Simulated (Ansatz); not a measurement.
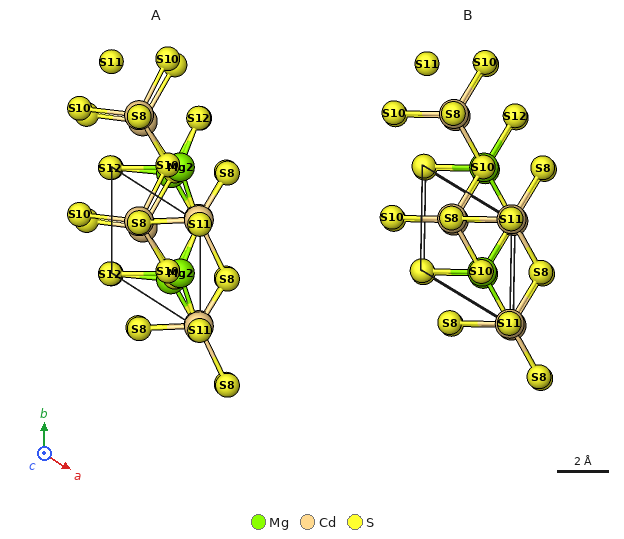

Two geometries of crystalline MgCd2S3 (a generated structure, set up in P1) (coarse preliminary run), drawn at one scale. One is the start of a relaxation, the other its converged end. A ball-and-stick model of the cell of the calculation, repeated 1 × 2 × 1 with one cell outlined, seen along the c axis.

Computed with Ansatz, DFT PBE, scalar-relativistic, plane waves, PAW. Set-up: plane-wave cutoff 420 eV; k-point mesh 6 × 6 × 1; occupations gaussian; smearing width 0.1 eV; no spin polarisation; cell and atoms relaxed; force threshold 0.025 eV/Å; at most 60 steps.

Which one is relaxed?

Structure B is the relaxed one. After 3 accepted moves (4 points after the start) the energy has fallen by 134 meV per atom. The largest force component goes from 2.5 to 0.023 eV/Å. Pressure: 3.56 GPa at the start and −0.06 GPa at the end. At 1 point the geometry stayed and the basis and grid were re-selected for the new cell (energy shift of 0.1 meV per atom at most each time). A Mg atom moves most relative to the cell: 0.38 Å along [−3 −2 0]. Largest moves by element: Mg 0.38 Å, S 0.24 Å, Cd 0.24 Å. The drawn cell changes as follows: a 4.162 → 4.147 Å (−0.4 %), b 4.212 → 4.150 Å (−1.5 %), c 19.729 → 20.232 Å (+2.5 %), α 90.8° → 90.1°, β 88.8° → 89.8°, γ 122.7° → 120.3°; the volume changes by +3.3 %. Near-neighbour distances that change, for instance: Mg–S 2.840 → 2.501 Å, Mg–S 2.172 → 2.500 Å, Cd–S 2.271 → 2.552 Å, Mg–S 2.670 → 2.465 Å. Bond angles that change, for instance: S–Mg–S 131.4° → 112.1°, Mg–S–Mg 131.4° → 112.1°, S–Mg–S 91.8° → 106.9°. The space group stays P1 (No. 1).
